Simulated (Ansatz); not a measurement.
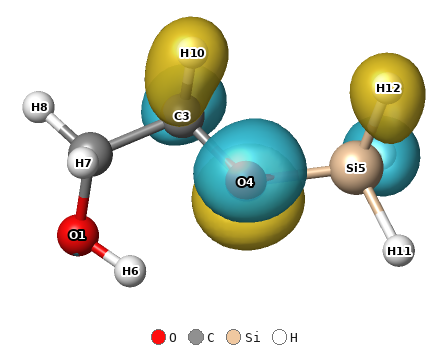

Figure. C₂H₈O₂Si (SMILES OCCO[SiH3]). The HOMO−1 at ±0.15 Å⁻³ᐟ² (yellow and cyan are the two phases), seen across its widest extent.

The calculation used RKS r2SCAN-D4/def2-SVP in Ansatz.

The calculation's input:

```
crystal:
  periodic: [false, false, false]
  atoms:
    - { symbol: O, position_ang: [-1.0755, -2.0864, 0.6729] }
    - { symbol: C, position_ang: [0.1863, -1.8093, 0.1575] }
    - { symbol: C, position_ang: [0.5091, -0.3259, 0.2891] }
    - { symbol: O, position_ang: [-0.3271, 0.4368, -0.4681] }
    - { symbol: Si, position_ang: [-0.2269, 2.0744, -0.5269] }
    - { symbol: H, position_ang: [-1.687, -1.3482, 0.2375] }
    - { symbol: H, position_ang: [0.2284, -2.1079, -0.8892] }
    - { symbol: H, position_ang: [0.9297, -2.4142, 0.7118] }
    - { symbol: H, position_ang: [0.4734, -0.0204, 1.401] }
    - { symbol: H, position_ang: [1.5642, -0.156, -0.0385] }
    - { symbol: H, position_ang: [-1.3109, 2.6664, -1.3277] }
    - { symbol: H, position_ang: [1.1201, 2.4168, -1.0607] }
    - { symbol: H, position_ang: [-0.3633, 2.6392, 0.8561] }
basis:
  gaussian: { orbitals: def2-SVP }
hamiltonian:
  xc: r2scan
  dispersion: d4
relax:
  f_tol: 0.015
  max_steps: 40
output:
  orbitals: {}
```

Command:

```sh
ansatz run input.yaml --threads 2 --pin off --max-ram 3072MiB --backend cpu --events-out ev --progress --plain --runs-dir out
```

The fields are those of the relaxed geometry.

### Describe this orbital and give its energy.

It lies mainly on O4 (about 55 %), C3 (about 10 %) and H13 (about 5 %). Its energy is −7.13 eV.
